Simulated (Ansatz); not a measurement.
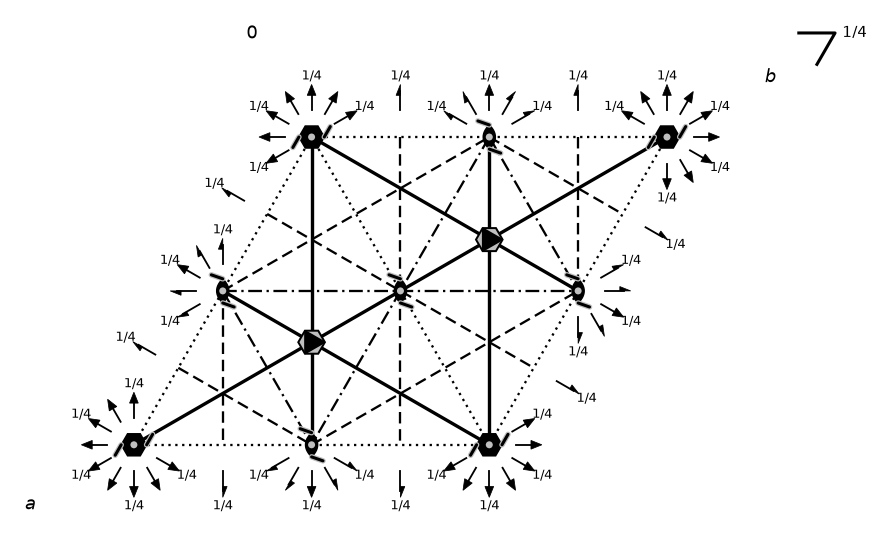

Symmetry elements of a space group, projected down c, computed from the operations of a computed or model structure of composition WSe2.

Symbols follow the International Tables: origin at the upper left, the third axis towards the viewer; heavy, dashed, dotted, dash-dotted and dash-dot-dot lines are mirror, in-plane glide, out-of-plane glide, diagonal (n; with arrows d) and double (e) glide planes seen edge on; arrows at the rim are 2 (full head) and 2₁ (half head) axes in the plane; the corner sign is a plane parallel to the page; fractions are heights. Handed screw axes carry their printed symbol instead of tails.

> Which space group is it?

P6_3/mmc (No. 194); primitive hexagonal, point group 6/mmm, 24 general positions a cell.

> List the elements shown.

−6 axes along c at (1/3, 2/3), (2/3, 1/3); 6₃ axes along c at (0, 0); 2₁ axes along c at (0, 1/2), (1/2, 0), (1/2, 1/2); inversion centres at (0, 0), (0, 1/2), (1/2, 0), (1/2, 1/2); mirror planes holding c and [1 2 0] or [2 1 0] or [−1 1 0]; in-plane glide planes holding c and [1 2 0] or [2 1 0] or [−1 1 0]; c glide planes normal to a*, at x = 0; n glide planes normal to a*, at x = 1/2; c glide planes normal to b*, at y = 0; n glide planes normal to b*, at y = 1/2; c glide planes holding c and [1 1 0]; diagonal glide planes holding c and [1 1 0]; a mirror plane normal to c at height 1/4; 2 axes along [1 1 0] at height 0; 2 axes along [1 2 0] at height 1/4; 2 axes along [2 1 0] at height 1/4; 2 axes along [−1 1 0] at height 1/4; 2 axes along a at height 0; 2 axes along b at height 0; 2₁ axes along [1 1 0] at height 0; 2₁ axes along [1 2 0] at height 1/4; 2₁ axes along [2 1 0] at height 1/4; 2₁ axes along [−1 1 0] at height 1/4; 2₁ axes along a at height 0; 2₁ axes along b at height 0. Heights repeat every half period; positions are (a, b) fractions, modulo 1.

> Write the general positions (in any order).

x, y, z
−x, −y, −z
x−y, x, z+1/2
−x+y, −x, −z+1/2
−y, x−y, z
y, −x+y, −z
−x, −y, z+1/2
x, y, −z+1/2
−x+y, −x, z
x−y, x, −z
y, −x+y, z+1/2
−y, x−y, −z+1/2
−y, −x, −z+1/2
y, x, z+1/2
−x, −x+y, −z
x, x−y, z
−x+y, y, −z+1/2
x−y, −y, z+1/2
y, x, −z
−y, −x, z
x, x−y, −z+1/2
−x, −x+y, z+1/2
x−y, −y, −z
−x+y, y, z
